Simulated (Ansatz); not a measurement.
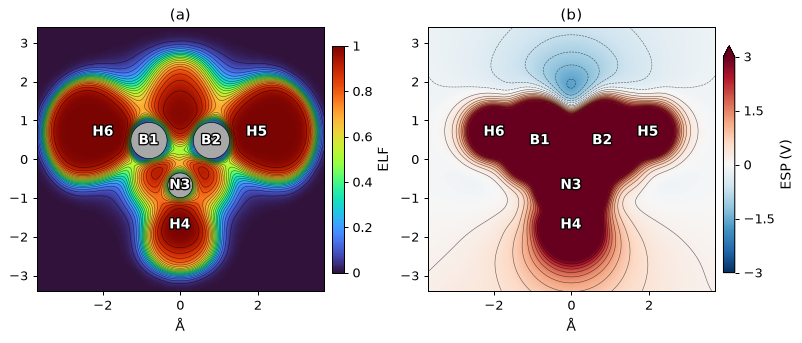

The picture shows: B2H3N (SMILES B1BN1). (a) electron localisation function; (b) molecular electrostatic potential on the molecular plane. Grey discs cover the atomic cores in the ELF map.

Geometry: r2SCAN-D4/def2-SVP.

All numbers below come from isolated molecule in a Gaussian basis; Kohn-Sham density functional theory, functional PBE0 (Ansatz).

The calculation's input:

```
crystal:
  periodic: [false, false, false]
  atoms:
    - symbol: B
      position_ang: [-0.023062, 1.277408, 0.806962]
    - symbol: B
      position_ang: [-1.154310, 0.375308, 0.100104]
    - symbol: N
      position_ang: [0.156348, -0.052365, 0.382626]
    - symbol: H
      position_ang: [0.814807, -0.828998, 0.319956]
    - symbol: H
      position_ang: [-2.122592, -0.117889, -0.403326]
    - symbol: H
      position_ang: [0.663010, 2.103457, 1.337248]
basis:
  gaussian:
    orbitals: def2-TZVPD
hamiltonian:
  xc: pbe0
output: {forces: true, orbitals: {seedname: orbitals}}
```

Command:

```sh
ansatz run input.yaml --threads 1 --pin off --max-ram 2610MiB --events-out events.jsonl --progress --plain --runs-dir runs
```

### What do the fields say about this system?

- The section cuts through B, N and H sites.
- B–N (1.41 Å): the ELF peaks at about 0.85 between the atoms (a short, strongly polar bond).
- B–B (1.61 Å): the ELF peaks at about 0.70 between the atoms.
- N–H (1.02 Å): the ELF climbs to about 1 towards the hydrogen, as it does in any bond to H; a covalent bond by its length.
- B–H (1.20 Å): the ELF climbs to about 1 towards the hydrogen; a covalent bond by its length.
- Outside the dense part of the molecule the potential is most negative (−1.6 V) near H5 and H6.
